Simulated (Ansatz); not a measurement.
**AsH3 (SMILES [AsH3]) at RPA@PBE/STO-3G**

What is the electronic atomisation energy of AsH3 at RPA@PBE/STO-3G? 

Program for the calculation: Ansatz 0.2.0.

29 further runs of the same task are left out: 1 that didn't finish, 28 set aside as unsound or not needed.

### Step 1. The structure to begin with

AsH3: 4 atoms, total charge 0, spin state singlet. As SMILES, `[AsH3]`. Geometry: relaxed at PBE0-D4/def2-TZVP.

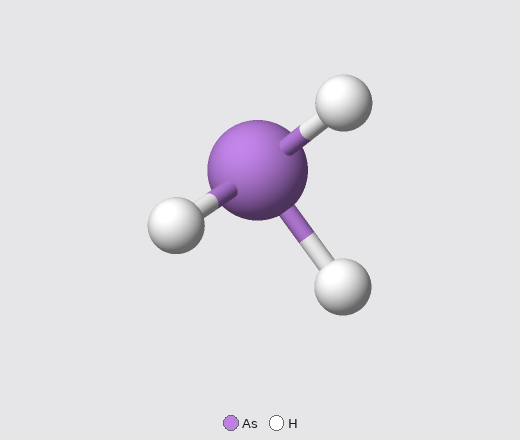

The structure, seen from a chosen angle (arsenic purple, hydrogen white).

### Step 2. The energy at RPA@PBE/STO-3G

The input, run.yaml:

```yaml
crystal:
  periodic: [false, false, false]
  atoms:
    - {symbol: As, position_ang: [-0.215800, 0.487600, -0.346000]}
    - {symbol: H, position_ang: [0.349900, 0.630300, 1.059400]}
    - {symbol: H, position_ang: [-1.068000, -0.705500, 0.061100]}
    - {symbol: H, position_ang: [0.933900, -0.412500, -0.774500]}
basis:
  gaussian:
    orbitals: STO-3G
correlation:
  method: rpa
  frozen_orbitals: {As: 9, H: 0}
hamiltonian:
  xc: pbe
accuracy: high
```

Command:

```bash
$ ansatz run run.yaml --threads 1 --pin off --max-ram 2610MiB --events-out events.jsonl --progress --plain --runs-dir runs
```

Standard output:

```text
Warning: RAYON_NUM_THREADS=1 ignored (pool sized by the plan → 1); use --threads N
Functional definition: PBE
  name "PBE"
  parameter kappa = 0.804
  parameter beta = 0.06672455060314922
  exchange = pbe_x(kappa = kappa, mu = beta*pi^2/3)
  correlation = pbe_c(beta = beta)
262 factors; integrals over basis functions are off by at most 1.8e-8 eV
mean field evaluation 1: about -60190.3600 eV, gradient 6.4e0 eV
mean field evaluation 2: about -60190.3251 eV, gradient 6.4e0 eV
mean field evaluation 4: about -60190.4630 eV, gradient 8.7e-1 eV
mean field evaluation 8: about -60190.4666 eV, gradient 7.7e-5 eV
mean field -60190.46655871 eV, -2211.9588474689 hartree, gradient 4.1e-8 eV, S^2 0.000000; 0 other end points of the search recorded, 0 dependent functions left out
9 core orbitals not correlated: weight in the atoms' cores, before any rotation towards them, 0.999 or more for the frozen orbitals, at most 0.000 for the correlated occupied ones
reference -60164.13909941 eV, -2210.9913311851 hartree; 9, 9 occupied and 3, 3 virtual orbitals, 262 factors
Total energy: -60166.88210061 eV, -2211.0921346199 hartree
```

Run time: 0.77 s. Hardware: 1 thread of Intel Xeon Platinum 8488C (Sapphire Rapids), shared host; peak memory 0.11 GiB.

### Step 3. The As atom at the same level

The input, job.yaml:

```yaml
crystal:
  periodic: [false, false, false]
  atoms:
    - {symbol: As, position_ang: [0.000000, 0.000000, 0.000000]}
basis:
  gaussian:
    orbitals: STO-3G
magnetization:
  spin_polarized: true
  initial_magnetization: 3
hamiltonian:
  xc: pbe
correlation:
  method: rpa
  frozen_orbitals: {As: 9}
accuracy: high
```

Run the same way, it converges to -2209.27887 Eh (log not shown).

### Step 4. The H atom, same level

The input, job.yaml:

```yaml
basis:
  gaussian:
    orbitals: STO-3G
crystal:
  periodic: [false, false, false]
  atoms:
    - symbol: H
      position_ang: [0.000000, 0.000000, 0.000000]
magnetization:
  spin_polarized: true
  initial_magnetization: 1
hamiltonian:
  xc: {name: PBE}
correlation:
  method: rpa
  frozen_orbitals: {H: 0}
accuracy: high
```

Run the same way, it converges to -0.46658 Eh (log not shown).

### Step 5. Outcome

At RPA@PBE/STO-3G, 9 core orbitals frozen:

| quantity | value |
| --- | --- |
| molecule: total energy | -2211.09213 Eh |
| molecule: RPA correlation energy (valence) | -100.8 mEh |
| As atom: total energy | -2209.27887 Eh |
| As atom: RPA correlation energy (valence) | -19.2 mEh |
| As atom: ⟨S²⟩ of the reference determinant | 3.750 |
| H atom: total energy | -0.46658 Eh |
| H atom: RPA correlation energy | 0.0 mEh |
| H atom: ⟨S²⟩ of the reference determinant | 0.750 |
| electronic atomisation energy | 11.252 eV |

**Reading.** Taking the molecule apart into free atoms costs 11.25 eV (1086 kJ/mol), before zero-point energy and without spin-orbit coupling. In a minimal basis such a difference can be off by several eV, whatever the method.
